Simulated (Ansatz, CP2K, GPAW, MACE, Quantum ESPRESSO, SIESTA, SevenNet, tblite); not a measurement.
# Which run comes nearest? H-capped AlP nanocrystal (rod) (34 atoms)

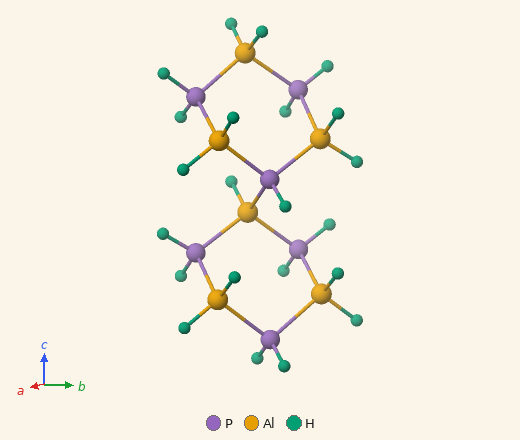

The cell (phosphorus purple, aluminium orange, hydrogen teal).

The cell holds 34 atoms: 6 P, 6 Al and 22 H. Cell: a = 15.829 Å, b = 15.829 Å, c = 21.292 Å, α = 90.0°, β = 90.0°, γ = 90.0°. It derives from AlP (zinc-blende). Rod of size parameter 3.1 Å cut from zinc-blende AlP (a = 5.463 Å), atoms with fewer than two neighbours dropped, broken bonds capped with H, 10 Å of vacuum. Then every atom was moved at random, 0.03 Å r.m.s. a Cartesian component (hydrogen 0.6 of that). Regions: crystal, 12 atoms (6 P and 6 Al); hydrogen, 22 atoms (22 H). Vacuum lies along a, b and c.

Geometry: as built.

The reference, a calculation:

- method: Kohn-Sham DFT, PBE, SSSP efficiency 1.3.0 pseudopotentials, plane waves (Quantum ESPRESSO 7.5); sssp-pbe-1.3.0-efficiency, cutoffs 45/360 Ry, Γ point
- r.m.s. force component: 0.8536 eV/Å
- longest force: 3.87 eV/Å
- gap (highest filled to lowest empty level): 3.079 eV
- time: 4.9 min on 4 MPI ranks of Arm Neoverse V2, shared host
- CPU time: 20 min

Q: Estimate the differences from the reference, the CPU time and the memory of each run.
- SIESTA PBE, DZP, shift 0.01 Ry, mesh 150 Ry (SIESTA 5.4.2; 1 thread)
- SevenNet l3i5 potential (SevenNet l3i5; 1 thread)
- SIESTA PBE, SZ, shift 0.01 Ry, mesh 300 Ry (SIESTA 5.4.2; 1 thread)
- MACE MP-0b2 small potential (MACE MP-0b2 small; 1 thread)
- SIESTA PBE, DZP, shift 0.005 Ry, mesh 300 Ry (SIESTA 5.4.2; 1 thread)
- CP2K PBE, DZVP-UZH, 157/50 Ry, diagonalisation (CP2K 2026.2; 1 thread)
- CP2K PBE, DZVP-UZH, 315/50 Ry, diagonalisation (CP2K 2026.2; 1 thread)
- QE PBE, sg15-1.2, 80/320 Ry (Quantum ESPRESSO 7.5; 4 MPI ranks)
- SIESTA PBE, DZP, shift 0.01 Ry, mesh 300 Ry (SIESTA 5.4.2; 1 thread)
- tblite GFN1-xTB (tblite 0.8.0; 1 thread)

Differences are against the plane-wave reference, forces as r.m.s. over components; share is that over the reference's r.m.s. force, slope the least-squares factor from reference forces to these. Total energies of different programs have different zeros and aren't compared.

```
                                                    run  Δ force, r.m.s. (meV/Å)  share (%)  slope  Δ gap (eV)  cores  CPU time  memory (GiB)
                                              reference                        -          -      -           -      4    20 min           7.7
   SIESTA PBE, DZP, shift 0.01 Ry, mesh 150 Ry (coarse)                      167       19.6  1.088       0.106      1      22 s          0.48
                                SevenNet l3i5 potential                      312       36.6  0.827           -      1     6.9 s          0.63
    SIESTA PBE, SZ, shift 0.01 Ry, mesh 300 Ry (coarse)                     1329        156  1.541        1.37      1      43 s           1.0
                            MACE MP-0b2 small potential                      340       39.9  0.858           -      1     5.8 s          0.65
           SIESTA PBE, DZP, shift 0.005 Ry, mesh 300 Ry                      193       22.6  1.097      0.0787      1      86 s           1.3
CP2K PBE, DZVP-UZH, 157/50 Ry, diagonalisation (coarse)                      381       44.6  0.976       0.163      1      76 s           1.6
CP2K PBE, DZVP-UZH, 315/50 Ry, diagonalisation (coarse)                     46.8       5.48  1.008       0.163      1   3.8 min           4.9
                            QE PBE, sg15-1.2, 80/320 Ry                     19.0       2.22  0.986      0.0337      4    26 min           3.4
            SIESTA PBE, DZP, shift 0.01 Ry, mesh 300 Ry                      167       19.6  1.089       0.106      1      70 s           1.2
                                        tblite GFN1-xTB                      366       42.8  0.785           -      1    0.61 s          0.24
```

Rows marked coarse were listed beforehand as settings not expected to be converged; some can still land near the reference.

Times of the machine-learned potentials are mostly Python's start and the loading of weights.

CPU time is summed over cores on a shared host, where runs went side by side, so it is rough. Symmetry, cutoffs, thresholds, outputs and thread counts weren't matched or tuned between programs; memory under MPI is the largest rank's times the ranks.

PBE on plane waves or a grid with other potentials, cutoffs or grids, coarse settings apart, differs from the reference by 2.2 % (QE PBE, sg15-1.2, 80/320 Ry) of the r.m.s. force; this holds the reference's own error, so differences of a few per cent don't tell which side is nearer the exact PBE result. The PBE runs in local orbitals, coarse settings apart, differ by 20 % (SIESTA PBE, DZP, shift 0.01 Ry, mesh 300 Ry) to 23 % (SIESTA PBE, DZP, shift 0.005 Ry, mesh 300 Ry); basis, grid and potentials can all enter. Tight binding differs by 43 % (tblite GFN1-xTB); it is another model, with fitted parameters of its own, and the xTB methods hold dispersion. Machine-learned potentials differ by 37 % (SevenNet l3i5 potential) to 40 % (MACE MP-0b2 small potential); they were trained on other programs' data. The cause of differences this large wasn't tested. Among those trained on PBE data the slope goes as low as 0.83: softened forces are a known trait of such potentials far from the near-equilibrium structures that fill their training sets. Periodic xTB results under one method name differ between programs and library versions. Caps of real hydrogen don't mimic the fractional bonds of a polar compound, so surface states and strained caps may belong to the model.

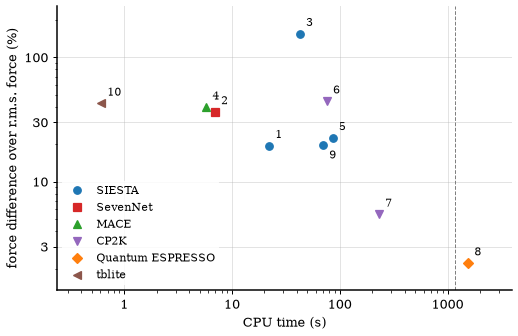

Force difference against CPU time; the dashed line marks the reference's time. Points: 1 SIESTA PBE, DZP, shift 0.01 Ry, mesh 150 Ry; 2 SevenNet l3i5 potential; 3 SIESTA PBE, SZ, shift 0.01 Ry, mesh 300 Ry; 4 MACE MP-0b2 small potential; 5 SIESTA PBE, DZP, shift 0.005 Ry, mesh 300 Ry; 6 CP2K PBE, DZVP-UZH, 157/50 Ry, diagonalisation; 7 CP2K PBE, DZVP-UZH, 315/50 Ry, diagonalisation; 8 QE PBE, sg15-1.2, 80/320 Ry; 9 SIESTA PBE, DZP, shift 0.01 Ry, mesh 300 Ry; 10 tblite GFN1-xTB.

[Logs are printed without paths, hosts, clocks, repeated set-up lines and the standing remarks that a program may print on its own settings, such as how far it seeks lower states.]

[Hosts, paths, dates, database ids (printed as entryN), source tags and the programs' standing remarks are cut or masked in the printed files.]
